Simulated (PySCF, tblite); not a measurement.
# C₃H₇FPSi₂ radical: geometry, infrared bands and EPR parameters

Wanted: the infrared bands and EPR parameters of C₃H₇FPSi₂ radical (`[CH2]C#C[SiH2][Si@@H](F)P`), by calculation.

Computed with tblite 0.8.0 and PySCF 2.14.0, with density-fitted response routines of our own, on a single molecule in the gas phase. Atoms are numbered from 0 throughout.

## (1) Starting geometry

14 atoms, charge 0, multiplicity 2; geometry from: force field or distance geometry start.

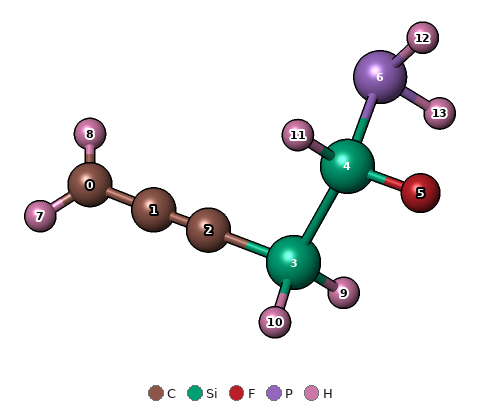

The starting geometry (carbon brown, silicon teal, fluorine red, phosphorus purple, hydrogen pink), atoms numbered.

## (2) Relaxing the molecule with GFN2-xTB

The job: settings as JSON, then the geometry in Å.

```
{"job": {"kind": "relax", "xc": "GFN2-xTB", "basis": "xTB"}, "charge": 0, "multiplicity": 2}
C     -3.627400     0.618700     0.727300
C     -2.463500     0.191200     0.068700
C     -1.448900    -0.184700    -0.468700
Si     0.107200    -0.742900    -1.330200
Si     1.863800    -0.741900     0.184200
F      3.216500    -1.234900    -0.530500
P      2.275200     1.297900     0.978300
H     -4.563100     0.099000     0.578700
H     -3.607200     1.485800     1.377200
H      0.399300     0.147700    -2.468100
H     -0.101600    -2.120500    -1.875500
H      1.590400    -1.636300     1.336900
H      3.509800     0.988500     1.597000
H      2.848800     1.832100    -0.197500
```

The run is started by

```sh
$ OMP_NUM_THREADS=1 python probes_run.py task.json out
```

One launch serves the whole session: the jobs run in the order shown.

Output:

```text
step      E/eV     max force
  0    -560.90515    4.237
  1    -560.85420    5.337
  2    -561.03686    0.665
  3    -561.05624    0.383
  4    -561.07675    0.647
  5    -561.09255    0.392
  6    -561.10256    0.315
  7    -561.11147    0.290
  8    -561.11673    0.171
  9    -561.11989    0.151
 10    -561.12200    0.119
 11    -561.12413    0.146
 12    -561.12641    0.137
 13    -561.12822    0.096
 14    -561.12914    0.064
 15    -561.12964    0.056
 16    -561.13011    0.058
 17    -561.13069    0.061
 18    -561.13134    0.063
 19    -561.13188    0.061
 20    -561.13225    0.046
 21    -561.13255    0.052
 22    -561.13284    0.047
 23    -561.13312    0.046
 24    -561.13338    0.045
 25    -561.13364    0.045
 26    -561.13393    0.054
 27    -561.13432    0.059
 28    -561.13478    0.059
 29    -561.13519    0.053
 30    -561.13549    0.063
 31    -561.13576    0.060
 32    -561.13615    0.061
 33    -561.13684    0.103
 34    -561.13786    0.129
 35    -561.13884    0.104
 36    -561.13954    0.053
 37    -561.13995    0.047
 38    -561.14041    0.082
 39    -561.14129    0.130
 40    -561.14286    0.165
 41    -561.14394    0.142
 42    -561.14553    0.127
 43    -561.14652    0.106
 44    -561.14758    0.074
 45    -561.14852    0.087
 46    -561.14985    0.099
 47    -561.15080    0.080
 48    -561.15130    0.054
 49    -561.15136    0.098
 50    -561.15183    0.042
 51    -561.15225    0.046
 52    -561.15376    0.069
 53    -561.15496    0.048
 54    -561.15543    0.055
 55    -561.15606    0.047
 56    -561.15644    0.044
 57    -561.15704    0.053
 58    -561.15758    0.061
 59    -561.15808    0.053
 60    -561.15837    0.060
 61    -561.15865    0.061
 62    -561.15887    0.049
 63    -561.15908    0.039
 64    -561.15925    0.035
 65    -561.15940    0.028
 66    -561.15950    0.030
 67    -561.15960    0.029
 68    -561.15972    0.029
 69    -561.15990    0.039
 70    -561.16011    0.043
 71    -561.16029    0.026
 72    -561.16034    0.020
 73    -561.16042    0.028
 74    -561.16052    0.038
 75    -561.16066    0.036
 76    -561.16080    0.028
 77    -561.16090    0.018
 78    -561.16095    0.028
 79    -561.16100    0.019
 80    -561.16105    0.018
 81    -561.16116    0.035
 82    -561.16129    0.037
 83    -561.16142    0.029
 84    -561.16152    0.023
 85    -561.16158    0.030
 86    -561.16166    0.026
 87    -561.16173    0.023
 88    -561.16192    0.024
 89    -561.16204    0.029
 90    -561.16218    0.033
 91    -561.16227    0.030
 92    -561.16235    0.022
 93    -561.16243    0.027
 94    -561.16253    0.058
 95    -561.16268    0.032
 96    -561.16286    0.023
 97    -561.16301    0.025
 98    -561.16311    0.027
 99    -561.16344    0.049
100    -561.16383    0.068
101    -561.16357    0.191
102    -561.16474    0.070
103    -561.16523    0.054
104    -561.15963    0.468
105    -561.16596    0.035
106    -561.16632    0.037
107    -561.15969    0.583
108    -561.16701    0.040
109    -561.16758    0.045
110    -561.16122    0.636
111    -561.16859    0.049
112    -561.16937    0.063
113    -561.16066    0.736
114    -561.17066    0.085
115    -561.17159    0.110
116    -561.16086    0.798
117    -561.17340    0.120
118    -561.17459    0.138
119    -561.16400    0.702
120    -561.17682    0.127
121    -561.17804    0.127
122    -561.17782    0.316
123    -561.18034    0.107
124    -561.18098    0.103
125    -561.18204    0.143
126    -561.18257    0.091
127    -561.18345    0.048
128    -561.18428    0.067
129    -561.18542    0.119
130    -561.18694    0.112
131    -561.18722    0.127
132    -561.18765    0.061
133    -561.18789    0.049
134    -561.18833    0.064
135    -561.18872    0.050
136    -561.18963    0.070
137    -561.19048    0.081
138    -561.19160    0.134
139    -561.19191    0.162
140    -561.19341    0.056
141    -561.19403    0.051
142    -561.19532    0.085
143    -561.19667    0.093
144    -561.19875    0.129
145    -561.20048    0.126
146    -561.20181    0.111
147    -561.20274    0.092
148    -561.20344    0.060
149    -561.20399    0.060
150    -561.20443    0.061
151    -561.20482    0.073
152    -561.20528    0.071
153    -561.20576    0.056
154    -561.20629    0.039
155    -561.20665    0.073
156    -561.20696    0.051
157    -561.20730    0.056
158    -561.20770    0.048
159    -561.20803    0.046
160    -561.20850    0.046
161    -561.20903    0.053
162    -561.20963    0.105
163    -561.20977    0.108
164    -561.21084    0.080
165    -561.21174    0.090
166    -561.21373    0.054
167    -561.21429    0.048
168    -561.21470    0.060
169    -561.21501    0.053
170    -561.21535    0.043
171    -561.21564    0.059
172    -561.21598    0.054
173    -561.21631    0.057
174    -561.21672    0.052
175    -561.21701    0.041
176    -561.21733    0.030
177    -561.21754    0.043
178    -561.21770    0.035
179    -561.21787    0.041
180    -561.21800    0.027
181    -561.21808    0.017
182    -561.21812    0.015
183    -561.21817    0.016
184    -561.21821    0.017
185    -561.21824    0.014
186    -561.21826    0.015
187    -561.21828    0.017
188    -561.21831    0.017
189    -561.21834    0.017
190    -561.21837    0.016
191    -561.21839    0.010
```

Wall time 1.4 s (1 thread of Arm Neoverse V2, shared host).

Relaxation path: (not every step is listed) (the energy doesn't fall at every step)

| step | energy from step 0 (eV) | largest force (eV/Å) |
| --- | --- | --- |
| 0 | 0.0000 | 4.2366 |
| 1 | 0.0510 | 5.3366 |
| 2 | -0.1317 | 0.6650 |
| 3 | -0.1511 | 0.3832 |
| 4 | -0.1716 | 0.6466 |
| 5 | -0.1874 | 0.3921 |
| 6 | -0.1974 | 0.3154 |
| 7 | -0.2063 | 0.2896 |
| 8 | -0.2116 | 0.1707 |
| 25 | -0.2285 | 0.0451 |
| 42 | -0.2404 | 0.1273 |
| 59 | -0.2529 | 0.0532 |
| 76 | -0.2556 | 0.0275 |
| 93 | -0.2573 | 0.0275 |
| 110 | -0.2561 | 0.6356 |
| 127 | -0.2783 | 0.0482 |
| 144 | -0.2936 | 0.1285 |
| 161 | -0.3039 | 0.0529 |
| 178 | -0.3125 | 0.0352 |
| 186 | -0.3131 | 0.0153 |
| 187 | -0.3131 | 0.0171 |
| 188 | -0.3132 | 0.0168 |
| 189 | -0.3132 | 0.0173 |
| 190 | -0.3132 | 0.0157 |
| 191 | -0.3132 | 0.0103 |

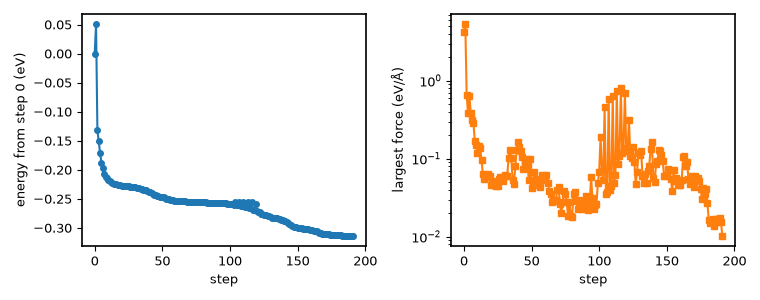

Energy and force, step by step.

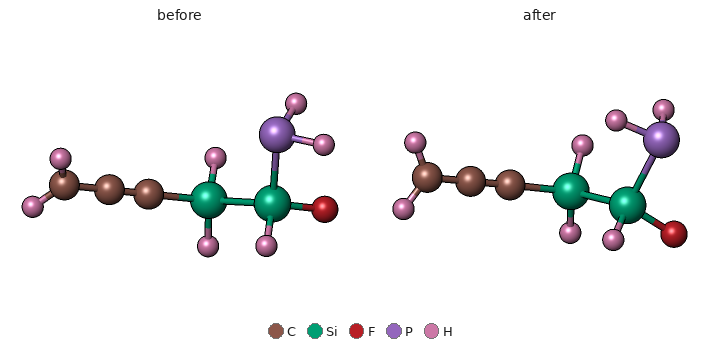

Before and after, at one scale.

Distances of close pairs at the start and the end, largest changes first:

| bond | before (Å) | after (Å) | change (Å) |
| --- | --- | --- | --- |
| C0–C1 | 1.404 | 1.340 | -0.064 |
| C2–Si3 | 1.864 | 1.823 | -0.041 |
| P6–H12 | 1.415 | 1.386 | -0.030 |
| P6–H13 | 1.413 | 1.384 | -0.029 |
| Si3–H10 | 1.496 | 1.467 | -0.029 |
| C1–C2 | 1.208 | 1.236 | +0.028 |
| Si3–Si4 | 2.319 | 2.341 | +0.021 |
| Si4–H11 | 1.484 | 1.464 | -0.020 |

The end geometry stands in the next job.

## (3) Vibrational analysis with GFN2-xTB

The job: settings as JSON, then the geometry in Å.

```
{"job": {"kind": "ir", "xc": "GFN2-xTB", "basis": "xTB"}, "charge": 0, "multiplicity": 2}
C     -3.463904     0.646142     0.592712
C     -2.341196     0.253412    -0.025501
C     -1.319733    -0.108770    -0.619856
Si     0.260647    -0.654037    -1.347668
Si     1.798518    -0.864390     0.404369
F      2.917384    -1.927692    -0.099230
P      2.971489     0.943119     1.031503
H     -4.205607    -0.070965     0.897237
H     -3.649081     1.685847     0.796677
H      0.701339     0.355987    -2.326214
H      0.063604    -1.934542    -2.036437
H      1.336563    -1.501105     1.639271
H      3.087366     1.483587    -0.239145
H      1.841932     1.692933     1.310116
```

Output:

```text
mode    cm-1     km/mol
  1       5.6      0.55
  2      45.4      1.40
  3      86.6      3.50
  4      93.7      7.29
  5     104.4      0.88
  6     140.0      3.55
  7     146.9     16.40
  8     161.0     10.26
  9     189.4     11.77
 10     305.2      0.01
 11     365.5      3.50
 12     374.6     29.79
 13     421.2     37.03
 14     495.0      4.25
 15     542.3     23.11
 16     563.9    318.52
 17     594.0     10.28
 18     630.0    167.26
 19     660.8     41.84
 20     689.8     17.86
 21     708.4     21.35
 22     723.7    140.98
 23     772.8     96.43
 24     788.3    346.88
 25     942.1      0.81
 26    1147.6     11.57
 27    1268.6      4.28
 28    1404.2      1.36
 29    2074.0     44.46
 30    2160.2    237.51
 31    2217.9    281.95
 32    2224.1    219.93
 33    2290.2    197.79
 34    2376.1    148.69
 35    3099.9      3.13
 36    3123.7      9.85
```

It took 0.51 s on 1 thread of Arm Neoverse V2, shared host.

Which atoms move in the most intense modes:

| cm⁻¹ | km/mol | atoms |
| --- | --- | --- |
| 564 | 318.5 | H11 46 %, H10 21 %, Si4 15 %, H12 14 % |
| 630 | 167.3 | H11 36 %, H9 28 %, H10 11 % |
| 788 | 346.9 | H9 32 %, H10 30 %, F5 18 %, Si4 14 % |
| 2160 | 237.5 | H9 95 % |
| 2218 | 281.9 | H10 93 % |
| 2224 | 219.9 | H11 91 % |
| 2290 | 197.8 | H12 56 %, H13 39 % |
| 2376 | 148.7 | H13 57 %, H12 39 % |

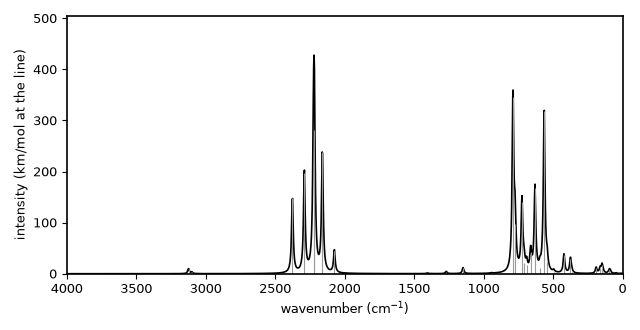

The infrared spectrum from these modes, unscaled. Lines are broadened to a width of 14 cm⁻¹ (Lorentzian).

## (4) g tensor and hyperfine couplings: B3LYP/pcH-1

Settings changed since step 3:

```diff
@@ -1,2 +1,2 @@
-{"job": {"kind": "ir", "xc": "GFN2-xTB", "basis": "xTB"}, "charge": 0, "multiplicity": 2}
+{"job": {"kind": "epr", "basis": "pcH-1"}, "charge": 0, "multiplicity": 2}
 C     -3.463904     0.646142     0.592712
```

With the program's defaults for keys left out, this is: UKS B3LYP, pcH-1 on C F H P Si, non-relativistic, mean-field spin-orbit, GIAO.

Output:

```text
UKS, coarse grid
  cycle   1  E = -1138.63245345  |g| = 4.98e-01
  cycle   2  E = -1138.51406058  |g| = 7.92e-01
  cycle   3  E = -1138.72100522  |g| = 7.78e-02
  cycle   4  E = -1138.72288111  |g| = 3.52e-02
  cycle   5  E = -1138.72354376  |g| = 9.81e-03
  cycle   6  E = -1138.72359022  |g| = 8.83e-03
  cycle   7  E = -1138.72363890  |g| = 3.38e-03
  cycle   8  E = -1138.72365103  |g| = 1.91e-03
  cycle   9  E = -1138.72365384  |g| = 4.97e-04
UKS, final grid
  cycle   1  E = -1138.72376757  |g| = 4.93e-04
  cycle   2  E = -1138.72376761  |g| = 6.29e-04
  cycle   3  E = -1138.72376784  |g| = 1.17e-04
  cycle   4  E = -1138.72376787  |g| = 1.16e-04
  cycle   5  E = -1138.72376789  |g| = 6.39e-05
  cycle   6  E = -1138.72376789  |g| = 1.56e-05
E = -1138.72376789 Eh   <S^2> = 0.7697 (exact 0.7500)
g shifts (ppm)      1          2          3
  rmc          -139       -139       -139
  gc             -1         16         31
  oz_so          27        711       1094
  total        -113        587        986
hyperfine (MHz)  atom isotope    a_iso     a_fc   dipolar eigenvalues
    0   13C      59.10      59.17    -56.72    -55.69    112.41
    1   13C     -59.76     -59.80    -21.86     -1.49     23.34
    2   13C      46.87      46.92    -45.21    -34.64     79.85
    3  29Si      26.80      26.85     -1.51      0.37      1.14
    4  29Si     -56.39     -56.44     -7.52      3.60      3.93
    5   19F      20.71      20.58    -11.69    -10.78     22.47
    6   31P      -0.15      -0.12     -3.10     -2.56      5.67
    7    1H     -50.11     -50.12    -26.17     -0.94     27.12
    8    1H     -50.09     -50.10    -26.19     -0.94     27.13
    9    1H      20.75      20.75     -1.90     -1.45      3.35
   10    1H      15.03      15.03     -1.86     -1.50      3.36
   11    1H      -1.00      -1.00     -1.16     -0.62      1.78
   12    1H       0.84       0.84     -0.53     -0.44      0.96
   13    1H      -0.29      -0.29     -0.94     -0.54      1.48
```

Wall time 1.7 min (1 thread of Arm Neoverse V2, shared host); peak memory 0.95 GiB.

Principal g values 2.00221, 2.00291, 2.00331; g(iso) = 2.00281, against 2.00232 for a free electron.

Hyperfine couplings; where a row names several nuclei, a(iso) is their mean (it holds for fast rotation or exchange) and the dipolar term the largest among them:

| nuclei | isotope | a(iso) (MHz) | a(iso) (G, at g = 2.0023) | largest dipolar term (MHz) |
| --- | --- | --- | --- | --- |
| C1 | 13C | -59.8 | -21.3 | 23.3 |
| C0 | 13C | 59.1 | 21.1 | 112.4 |
| Si4 | 29Si | -56.4 | -20.1 | -7.5 |
| H7, H8 | 1H | -50.1 | -17.9 | 27.1 |
| C2 | 13C | 46.9 | 16.7 | 79.8 |
| Si3 | 29Si | 26.8 | 9.6 | -1.5 |
| H9 | 1H | 20.7 | 7.4 | 3.3 |
| F5 | 19F | 20.7 | 7.4 | 22.5 |
| H10 | 1H | 15.0 | 5.4 | 3.4 |
| H11 | 1H | -1.0 | -0.4 | 1.8 |
| H12, H13 | 1H | 0.3 | 0.1 | 1.5 |
| P6 | 31P | -0.1 | -0.1 | 5.7 |

Mulliken spin populations:

C0 0.73; C1 -0.27; C2 0.57; Si3 -0.03; Si4 0.03; F5 0.00; P6 0.01; H7 -0.03; H8 -0.03; H9 0.01; H10 0.01; H11 0.00; H12 0.00; H13 0.00

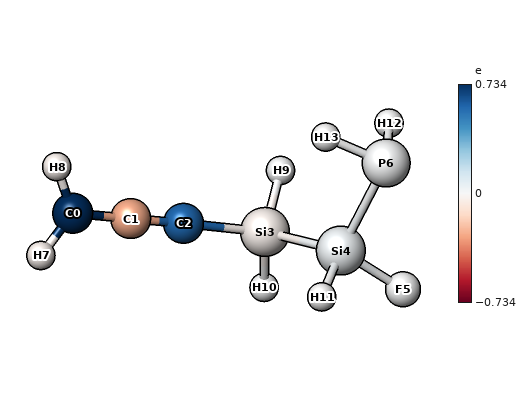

Mulliken spin populations, as colours on the atoms.

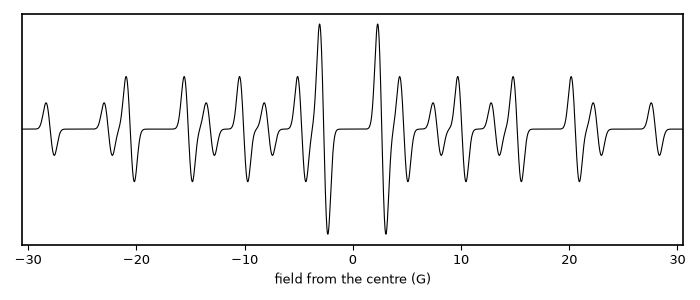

First-order isotropic spectrum (first derivative, main isotopes with spin only, couplings over 0.8 MHz, Gaussian width 0.3 G; couplings of the frozen geometry, rotation of groups not averaged beyond the rows shown).

Orbitals, density, ELF and potential are computed afterwards from the orbital file.

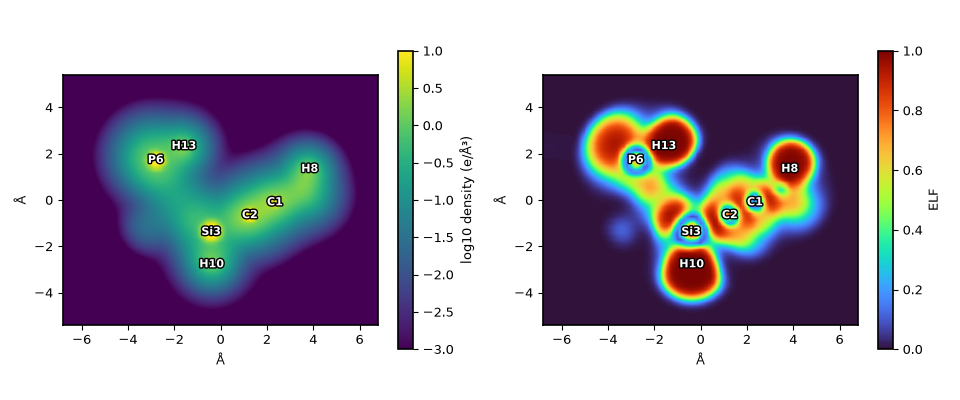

Density (left) and ELF (right) in a plane through or near 7 of the atoms.

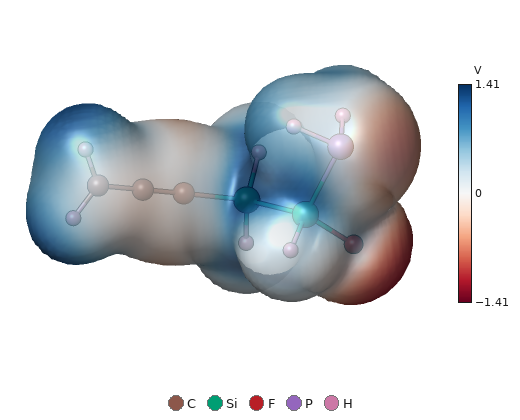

The potential that a unit positive charge feels on the 0.002 e/bohr³ surface, from -1.09 V near F5 to 1.41 V near H13.

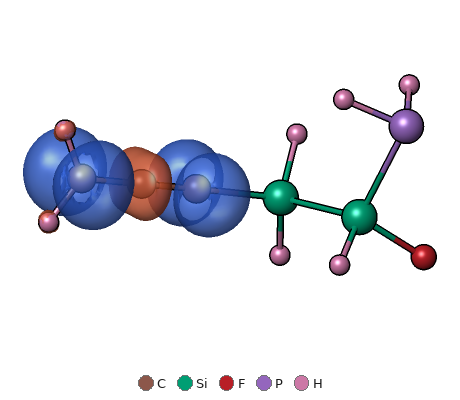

Spin density at ±0.03 e/Å³ (alpha excess blue, beta excess red).

## (5) What came out

```
                                                                  quantity                 value
                                 strongest single infrared mode (GFN2-xTB)  788 cm⁻¹, 347 km/mol
                                              zero-point energy (GFN2-xTB)         48.5 kcal/mol
                                                            g(iso) (B3LYP)               2.00281
                                                                      ⟨S²⟩    0.770 (exact 0.75)
                                        largest a(iso) (averaged by class)  13C on C1, -59.8 MHz
potential on the surface of density 0.002 e/bohr³, 1st and 99th percentile    -1.09 V and 1.41 V
```

What this shows: Relaxing lowered the energy by 0.313 eV in 191 steps; the close pair that moved most is C0–C1, from 1.404 to 1.340 Å. No mode is imaginary among the 36: a minimum at this level. The strongest single mode, at 788 cm⁻¹, is carried by H9, H10, F5, Si4. GFN2-xTB is a fitted tight-binding method: band positions and strengths are rough. Its intensities can rank the bands wrongly. The largest spin populations lie on C0 (0.73 e), C2 (0.57 e). The isotropic g lies 0.5 ppt above the free-electron value. These values are for one conformer; the search (at its own cheap level) found 2 more, at 0.02, 0.21 kcal/mol (those within 0.05 may be mirror or relabelled copies), and measured spectra average over such forms.
